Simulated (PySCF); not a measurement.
Molecule: CH7NSSi, SMILES [SiH2](N)SC, singlet. Atoms near the plane z = 0.8 Å, at the GFN2-xTB optimised geometry (x, y, z in Å): C1 (2.1, 0.2, 1.6), S2 (1.8, -0.7, 0.0), Si3 (-0.4, -0.7, 0.0), N4 (-0.8, 0.9, 0.0), H5 (1.6, 1.1, 1.5), H7 (3.2, 0.3, 1.6), H8 (-0.8, -1.3, 1.3), H10 (-1.8, 1.2, 0.1).

Calculation: PBE0/def2-TZVP in PySCF 2.14.0. The values are rescaled to run from 0 to 1.

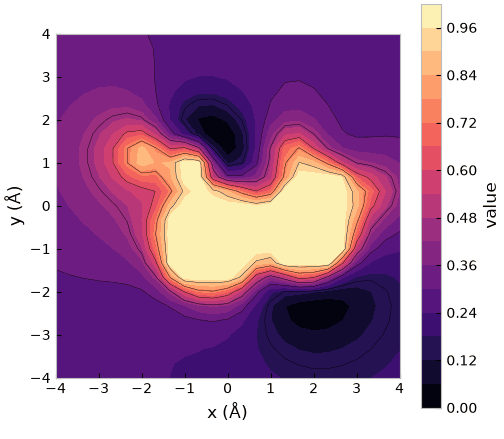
Figure. a field on the plane z = 0.8 Å.

Question: Which quantity is mapped?
A. deformation density (molecule minus spherical neutral atoms)
B. electron localisation function
C. an orbital amplitude
D. electrostatic potential

Answer: D, electrostatic potential. In full: electrostatic potential (hartree/e), clipped to [-0.08, 0.12].
